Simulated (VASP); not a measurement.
Band structure of TiSi2 (space group Cmcm). These are PBE GGA, VASP's PBE PAW potentials (set 64) (plane waves; VASP 6.6.1) values and carry that method's errors.

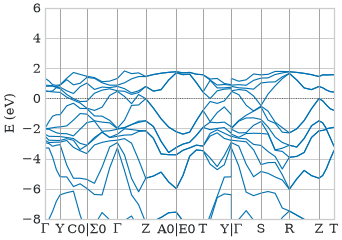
Bands along high-symmetry lines, zero at the valence-band maximum or, without a gap, the Fermi level

**Question.** Read the plot: is there a gap, and where are the band edges?

**Answer.** It has no gap at this level: it comes out as a metal or semimetal.

The structure comes from a computed database's TiSi2 entry; how it stands against other phases isn't given here. The cell was not relaxed at this level.
